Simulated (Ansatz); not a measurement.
CH₃FO₃W: geometry relaxation (part 1 of 2)

System: CH₃FO₃W, SMILES C[O][W](=[O])(=[O])[F].
Method: RKS PBE0-D4/def2-TZVP (Ansatz 0.2.0).

The geometry: GFN2-xTB start. Figures and captions count atoms from 1; the log counts them from 0 in places.

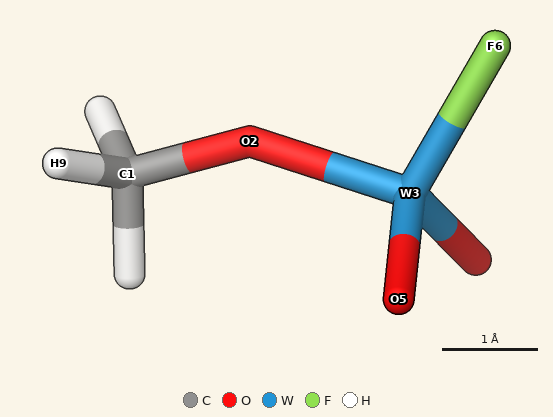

The structure as given in the input (stick view, seen at a tilt; atoms are numbered from 1 in the order of the input). Sticks mark near contacts.

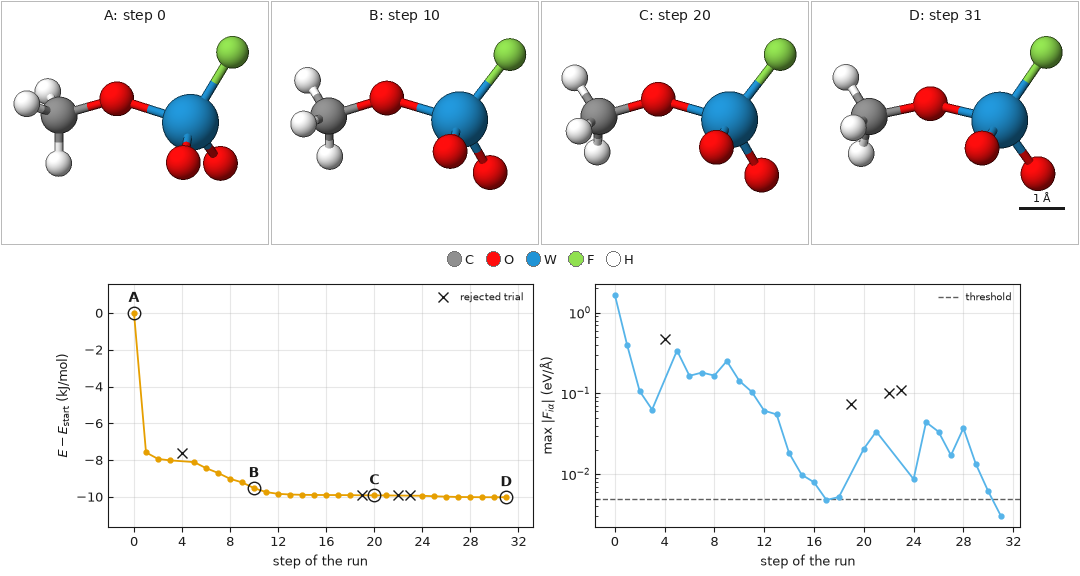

Frames of the relaxation (ball-and-stick view, seen at a tilt) above the curves, on which the letters mark them (the first geometry is step 0 here and step 1 in the log).

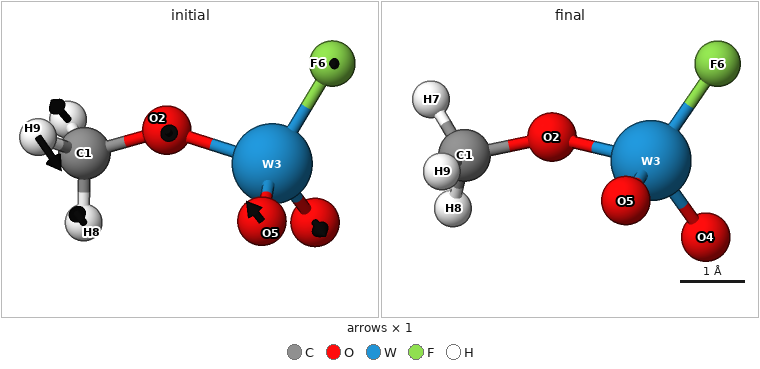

Before (left) and after (right) the relaxation, at one scale (ball-and-stick view, seen at a tilt). The black arrows give the displacements, at true length. The atom that moves furthest after the best rigid fit is H9 (0.69 Å). By element the largest moves are H 0.69 Å, O 0.47 Å, F 0.16 Å, W 0.07 Å, C 0.04 Å. Among the contacts that change: O2–W3 1.822 → 1.846 Å, W3–O4 1.691 → 1.703 Å, C1–H7 1.097 → 1.091 Å, C1–O2 1.414 → 1.410 Å. Among the angles that change: O2–W3–F6 105.2° → 111.2°, C1–O2–W3 148.1° → 142.7°, O4–W3–O5 111.3° → 107.3°. After 31 geometry steps the energy has fallen by 10.0 kJ/mol. The largest force component goes from 1.7 to 0.0031 eV/Å. The line search rejected the trial steps at points 4, 19, 22, 23 (counted from 0) and went back. (Atoms are counted from 1 in the order of the input.)

These pictures come from the run below.

## Input
```yaml
crystal:
  periodic: [false, false, false]
  atoms:
    - {symbol: C, position_ang: [0.145220, -1.293330, 0.912880]}
    - {symbol: O, position_ang: [-0.052830, 0.046050, 0.505570]}
    - {symbol: W, position_ang: [-0.141210, 1.250370, -0.859230]}
    - {symbol: O, position_ang: [-1.368170, 0.759940, -1.913980]}
    - {symbol: O, position_ang: [1.360430, 1.276080, -1.635670]}
    - {symbol: F, position_ang: [-0.532550, 2.880980, -0.045730]}
    - {symbol: H, position_ang: [-0.679430, -1.612010, 1.562340]}
    - {symbol: H, position_ang: [0.176990, -1.928910, 0.010270]}
    - {symbol: H, position_ang: [1.091550, -1.379170, 1.463550]}
basis:
  gaussian: {orbitals: def2-TZVP}
hamiltonian: {xc: pbe0, dispersion: d4}
relax: {f_tol: 0.005, max_steps: 150}
```

Launched with:
```bash
ansatz run in.yaml --threads 4 --pin off --events-out ev --progress --plain --max-ram 10444MiB
```

## Log
```
Functional definition: PBE0
  name "PBE0"
  cite "Adamo & Barone, J. Chem. Phys. 110, 6158 (1999) doi:10.1063/1.478522"
  cite "Perdew, Burke & Ernzerhof, Phys. Rev. Lett. 77, 3865 (1996) doi:10.1103/PhysRevLett.77.3865"
  parent pbe
  parameter a = 0.25
  parameter kappa = 0.804
  parameter beta = 0.06672455060314922
  exchange = (1 - a)*pbe_x(kappa = kappa, mu = beta*pi^2/3) + a*exact_x
  correlation = pbe_c(beta = beta)
1321 factors; their error is unknown
mean field evaluation 1: about -11749.0057 eV, gradient 1.1e2 eV
mean field evaluation 2: about -11583.7512 eV, gradient 3.1e2 eV
mean field evaluation 4: about -11766.7729 eV, gradient 3.3e1 eV
mean field evaluation 8: about -11768.5352 eV, gradient 1.9e-1 eV
mean field evaluation 16: about -11768.5700 eV, gradient 3.7e-4 eV
mean field -11768.57000034 eV, -432.4869704891 hartree, gradient 2.1e-5 eV, S^2 0.000000; 0 other end points of the search recorded, 0 dependent functions left out
the calculation of the forces begins
reference -11768.57003367 eV, -432.4869717140 hartree; 28, 28 occupied and 185, 185 virtual orbitals, 1321 factors
relax step   1: F+E_penalty+E_count = -11768.73706240 eV  Δ(F+E_penalty+E_count) = +0.000e0 eV  max|allowed force component| = 1.676e0 eV/Å  Δτ_max = 0.0000 Å  (33 SCF iters, accepted)
these checks for a lower state are left out or cut short: starts, cluster_reference, orbital_swaps, neighbouring_geometries, increment
1321 factors; their error is unknown
mean field -11768.65032834 eV, -432.4899224886 hartree, gradient 2.5e-5 eV, S^2 0.000000; 0 other end points of the search recorded, 0 dependent functions left out
[... from here on the field's lines of each further geometry are left out, up to the last ...]
relax step   2: F+E_penalty+E_count = -11768.81566202 eV  Δ(F+E_penalty+E_count) = -7.860e-2 eV  max|allowed force component| = 3.945e-1 eV/Å  Δτ_max = 0.0850 Å  (41 SCF iters, accepted)
relax step   3: F+E_penalty+E_count = -11768.81932651 eV  Δ(F+E_penalty+E_count) = -3.664e-3 eV  max|allowed force component| = 1.068e-1 eV/Å  Δτ_max = 0.0167 Å  (36 SCF iters, accepted)
relax step   4: F+E_penalty+E_count = -11768.82015083 eV  Δ(F+E_penalty+E_count) = -8.243e-4 eV  max|allowed force component| = 6.308e-2 eV/Å  Δτ_max = 0.0306 Å  (34 SCF iters, accepted)
relax step   5: F+E_penalty+E_count = -11768.81618948 eV  Δ(F+E_penalty+E_count) = +3.961e-3 eV  max|allowed force component| = 4.680e-1 eV/Å  Δτ_max = 0.1960 Å  (38 SCF iters, rejected (line search))
relax step   6: F+E_penalty+E_count = -11768.82109878 eV  Δ(F+E_penalty+E_count) = -9.480e-4 eV  max|allowed force component| = 3.395e-1 eV/Å  Δτ_max = 0.0711 Å  (40 SCF iters, accepted)
relax step   7: F+E_penalty+E_count = -11768.82453838 eV  Δ(F+E_penalty+E_count) = -3.440e-3 eV  max|allowed force component| = 1.654e-1 eV/Å  Δτ_max = 0.0976 Å  (40 SCF iters, accepted)
relax step   8: F+E_penalty+E_count = -11768.82723979 eV  Δ(F+E_penalty+E_count) = -2.701e-3 eV  max|allowed force component| = 1.814e-1 eV/Å  Δτ_max = 0.0584 Å  (34 SCF iters, accepted)
relax step   9: F+E_penalty+E_count = -11768.83055187 eV  Δ(F+E_penalty+E_count) = -3.312e-3 eV  max|allowed force component| = 1.665e-1 eV/Å  Δτ_max = 0.0731 Å  (39 SCF iters, accepted)
relax step  10: F+E_penalty+E_count = -11768.83255312 eV  Δ(F+E_penalty+E_count) = -2.001e-3 eV  max|allowed force component| = 2.519e-1 eV/Å  Δτ_max = 0.1058 Å  (40 SCF iters, accepted)
relax step  11: F+E_penalty+E_count = -11768.83581333 eV  Δ(F+E_penalty+E_count) = -3.260e-3 eV  max|allowed force component| = 1.434e-1 eV/Å  Δτ_max = 0.0430 Å  (34 SCF iters, accepted)
relax step  12: F+E_penalty+E_count = -11768.83802904 eV  Δ(F+E_penalty+E_count) = -2.216e-3 eV  max|allowed force component| = 1.049e-1 eV/Å  Δτ_max = 0.0702 Å  (34 SCF iters, accepted)
relax step  13: F+E_penalty+E_count = -11768.83901037 eV  Δ(F+E_penalty+E_count) = -9.813e-4 eV  max|allowed force component| = 6.125e-2 eV/Å  Δτ_max = 0.0433 Å  (35 SCF iters, accepted)
relax step  14: F+E_penalty+E_count = -11768.83938078 eV  Δ(F+E_penalty+E_count) = -3.704e-4 eV  max|allowed force component| = 5.499e-2 eV/Å  Δτ_max = 0.0500 Å  (36 SCF iters, accepted)
relax step  15: F+E_penalty+E_count = -11768.83956081 eV  Δ(F+E_penalty+E_count) = -1.800e-4 eV  max|allowed force component| = 1.829e-2 eV/Å  Δτ_max = 0.0087 Å  (36 SCF iters, accepted)
relax step  16: F+E_penalty+E_count = -11768.83963371 eV  Δ(F+E_penalty+E_count) = -7.290e-5 eV  max|allowed force component| = 9.897e-3 eV/Å  Δτ_max = 0.0132 Å  (35 SCF iters, accepted)
relax step  17: F+E_penalty+E_count = -11768.83966915 eV  Δ(F+E_penalty+E_count) = -3.544e-5 eV  max|allowed force component| = 7.958e-3 eV/Å  Δτ_max = 0.0124 Å  (36 SCF iters, accepted)
relax step  18: F+E_penalty+E_count = -11768.83970161 eV  Δ(F+E_penalty+E_count) = -3.246e-5 eV  max|allowed force component| = 4.800e-3 eV/Å  Δτ_max = 0.0117 Å  (36 SCF iters, accepted)
relax step  19: F+E_penalty+E_count = -11768.83974892 eV  Δ(F+E_penalty+E_count) = -4.731e-5 eV  max|allowed force component| = 5.218e-3 eV/Å  Δτ_max = 0.0192 Å  (36 SCF iters, accepted)
relax step  20: F+E_penalty+E_count = -11768.83961505 eV  Δ(F+E_penalty+E_count) = +1.339e-4 eV  max|allowed force component| = 7.437e-2 eV/Å  Δτ_max = 0.0709 Å  (41 SCF iters, rejected (line search))
relax step  21: F+E_penalty+E_count = -11768.83987237 eV  Δ(F+E_penalty+E_count) = -1.235e-4 eV  max|allowed force component| = 2.061e-2 eV/Å  Δτ_max = 0.0346 Å  (37 SCF iters, accepted)
relax step  22: F+E_penalty+E_count = -11768.83991379 eV  Δ(F+E_penalty+E_count) = -4.142e-5 eV  max|allowed force component| = 3.378e-2 eV/Å  Δτ_max = 0.0211 Å  (35 SCF iters, accepted)
relax step  23: F+E_penalty+E_count = -11768.83961999 eV  Δ(F+E_penalty+E_count) = +2.938e-4 eV  max|allowed force component| = 1.013e-1 eV/Å  Δτ_max = 0.0492 Å  (34 SCF iters, rejected (line search))
relax step  24: F+E_penalty+E_count = -11768.83973006 eV  Δ(F+E_penalty+E_count) = +1.837e-4 eV  max|allowed force component| = 1.108e-1 eV/Å  Δτ_max = 0.0241 Å  (35 SCF iters, rejected (line search))
relax step  25: F+E_penalty+E_count = -11768.84008620 eV  Δ(F+E_penalty+E_count) = -1.724e-4 eV  max|allowed force component| = 8.694e-3 eV/Å  Δτ_max = 0.0117 Å  (35 SCF iters, accepted)
relax step  26: F+E_penalty+E_count = -11768.84037407 eV  Δ(F+E_penalty+E_count) = -2.879e-4 eV  max|allowed force component| = 4.405e-2 eV/Å  Δτ_max = 0.0629 Å  (41 SCF iters, accepted)
relax step  27: F+E_penalty+E_count = -11768.84059733 eV  Δ(F+E_penalty+E_count) = -2.233e-4 eV  max|allowed force component| = 3.363e-2 eV/Å  Δτ_max = 0.0372 Å  (36 SCF iters, accepted)
relax step  28: F+E_penalty+E_count = -11768.84076669 eV  Δ(F+E_penalty+E_count) = -1.694e-4 eV  max|allowed force component| = 1.715e-2 eV/Å  Δτ_max = 0.0288 Å  (35 SCF iters, accepted)
relax step  29: F+E_penalty+E_count = -11768.84085350 eV  Δ(F+E_penalty+E_count) = -8.681e-5 eV  max|allowed force component| = 3.722e-2 eV/Å  Δτ_max = 0.0343 Å  (36 SCF iters, accepted)
relax step  30: F+E_penalty+E_count = -11768.84090508 eV  Δ(F+E_penalty+E_count) = -5.157e-5 eV  max|allowed force component| = 1.336e-2 eV/Å  Δτ_max = 0.0163 Å  (35 SCF iters, accepted)
relax step  31: F+E_penalty+E_count = -11768.84091591 eV  Δ(F+E_penalty+E_count) = -1.083e-5 eV  max|allowed force component| = 6.112e-3 eV/Å  Δτ_max = 0.0025 Å  (37 SCF iters, accepted)
the calculation of the forces begins
reference -11768.67423185 eV, -432.4908009264 hartree; 28, 28 occupied and 185, 185 virtual orbitals, 1321 factors
relax step  32: F+E_penalty+E_count = -11768.84092316 eV  Δ(F+E_penalty+E_count) = -7.246e-6 eV  max|allowed force component| = 3.069e-3 eV/Å  Δτ_max = 0.0025 Å  (36 SCF iters, accepted)
1321 factors; their error is unknown
mean field evaluation 256: about -11763.1532 eV, gradient 5.5e1 eV
mean field -11768.67419849 eV, -432.4907997008 hartree, gradient 2.6e-5 eV, S^2 0.000000; 1 other end points of the search recorded, 0 dependent functions left out
the calculation of the forces begins
reference -11768.67423185 eV, -432.4908009264 hartree; 28, 28 occupied and 185, 185 virtual orbitals, 1321 factors
Total energy: -11768.84095651 eV, -432.4969279448 hartree
Atom 0 at     0.112470    -1.316589     0.894926 Å, force     0.000847    -0.000780    -0.000039 eV/Å
Atom 1 at    -0.452026    -0.125103     0.395648 Å, force    -0.000293     0.003069    -0.002086 eV/Å
Atom 2 at    -0.168220     1.241476    -0.812141 Å, force    -0.000527    -0.002888     0.001412 eV/Å
Atom 3 at    -1.041093     0.918134    -2.238160 Å, force     0.000020     0.000490    -0.000274 eV/Å
Atom 4 at     1.482008     1.269798    -1.224283 Å, force    -0.000187     0.000338     0.000203 eV/Å
Atom 5 at    -0.684197     2.883837    -0.102480 Å, force    -0.000050     0.000567     0.000002 eV/Å
Atom 6 at    -0.171039    -1.416443     1.943811 Å, force     0.000276     0.000015    -0.000168 eV/Å
Atom 7 at    -0.279144    -2.166252     0.332095 Å, force    -0.000160    -0.000084     0.000440 eV/Å
Atom 8 at     1.201240    -1.288858     0.810583 Å, force     0.000074    -0.000725     0.000510 eV/Å
Dipole moment:    -0.013155    -0.520259     0.673996 e Å
```

## Trajectory as extended XYZ (Å, eV, eV/Å), 24 of the 32 frames kept, from step=1 to step=32
```
9
Properties=species:S:1:pos:R:3:forces:R:3 step=1 energy=-11768.73706
C     0.1452   -1.2933    0.9129    0.0678  -0.1799  -0.3717
O    -0.0528    0.0461    0.5056    0.0584  -0.6511   0.5891
W    -0.1412    1.2504   -0.8592   -0.2687   0.5579   1.6761
O    -1.3682    0.7599   -1.9140   -0.4302  -0.1949  -0.9490
O     1.3604    1.2761   -1.6357    0.6480   0.0199  -0.8378
F    -0.5325    2.8810   -0.0457    0.0001   0.1280  -0.2417
H    -0.6794   -1.6120    1.5623    0.0907   0.1479  -0.1627
H     0.1770   -1.9289    0.0103    0.0039   0.0900   0.4623
H     1.0916   -1.3792    1.4635   -0.1701   0.0822  -0.1645
9
Properties=species:S:1:pos:R:3:forces:R:3 step=2 energy=-11768.81566
C     0.1491   -1.3249    0.9193    0.0044  -0.0024  -0.0567
O    -0.0496    0.0160    0.5297    0.0151  -0.1702   0.0957
W    -0.1468    1.2639   -0.8152    0.0002   0.1392  -0.3945
O    -1.3391    0.7943   -1.9443    0.2288   0.0971   0.2488
O     1.3362    1.3127   -1.6601   -0.2687  -0.0008   0.1829
F    -0.5452    2.9429   -0.1025    0.0325  -0.1380  -0.0951
H    -0.6698   -1.6247    1.5780    0.0374   0.0187  -0.0430
H     0.1672   -1.9754    0.0388   -0.0022   0.0553   0.1130
H     1.0981   -1.4048    1.4564   -0.0475   0.0012  -0.0511
9
Properties=species:S:1:pos:R:3:forces:R:3 step=4 energy=-11768.82015
C     0.1471   -1.3267    0.9171   -0.0086   0.0296  -0.0144
O    -0.0707    0.0087    0.5289    0.0137  -0.0304   0.0295
W    -0.1472    1.2663   -0.8123   -0.0101   0.0075  -0.0631
O    -1.3179    0.7947   -1.9556    0.0331   0.0273   0.0270
O     1.3452    1.3210   -1.6296   -0.0181  -0.0027   0.0156
F    -0.5570    2.9448   -0.1179   -0.0097  -0.0033  -0.0132
H    -0.6432   -1.6193    1.6086   -0.0216  -0.0240   0.0286
H     0.1287   -1.9849    0.0470   -0.0068  -0.0028  -0.0101
H     1.1151   -1.4046    1.4139    0.0281  -0.0010   0.0000
9
Properties=species:S:1:pos:R:3:forces:R:3 step=5 energy=-11768.81619 accepted=F
C     0.1372   -1.3266    0.9129    0.0346  -0.2804   0.2406
O    -0.1943   -0.0177    0.5168    0.0870   0.1071  -0.0644
W    -0.1509    1.2654   -0.8112   -0.0094  -0.1567  -0.1287
O    -1.2374    0.8108   -2.0453    0.1517   0.0942   0.1482
O     1.3998    1.3315   -1.5151   -0.1479  -0.0504   0.0889
F    -0.5994    2.9375   -0.1289   -0.0324   0.0013  -0.0037
H    -0.5203   -1.6061    1.7580    0.3154   0.0982  -0.3758
H    -0.0296   -2.0215    0.0752    0.0690   0.1472   0.2734
H     1.1949   -1.3733    1.2377   -0.4680   0.0395  -0.1784
9
Properties=species:S:1:pos:R:3:forces:R:3 step=6 energy=-11768.82110
C     0.1424   -1.3262    0.9178    0.0480  -0.0417  -0.0165
O    -0.0891    0.0082    0.5396   -0.0819   0.1446  -0.1320
W    -0.1499    1.2663   -0.8129    0.1064  -0.0398   0.3395
O    -1.2843    0.7981   -1.9875   -0.1219  -0.0756  -0.1198
O     1.3628    1.3240   -1.5869    0.0645   0.0203  -0.0543
F    -0.5858    2.9445   -0.1323    0.0019  -0.0190  -0.0179
H    -0.6010   -1.6180    1.6617   -0.0048   0.0284   0.0030
H     0.0624   -1.9864    0.0520   -0.0082  -0.0071   0.0050
H     1.1424   -1.4105    1.3486   -0.0041  -0.0102  -0.0071
```
